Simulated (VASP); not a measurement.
Band structure of PbI2 (relaxed from the baddeleyite structure, space group P2_1/c). Level of theory: PBEsol GGA, VASP's PBE PAW potentials (set 64) (plane waves; VASP).

Unless said otherwise, spin-orbit coupling is left out, though it shifts the bands of the heavy elements here.

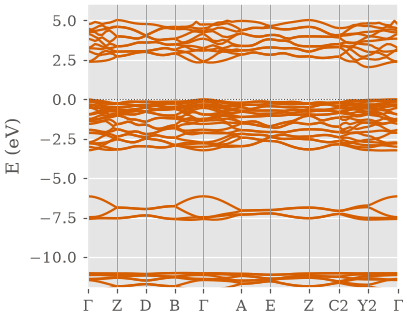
Fig. 1. Bands along high-symmetry lines, zero at the valence-band maximum or, without a gap, the Fermi level

Q: Read the plot: is there a gap, and where are the band edges?

A: The gap is indirect, 2.04 eV, from the valence maximum at Γ to the conduction minimum at Y2. (Edges off the drawn lines would not show.)

The structure was generated: PbI2 was put into the baddeleyite type (P2_1/c), which need not be its known phase. It was relaxed first.
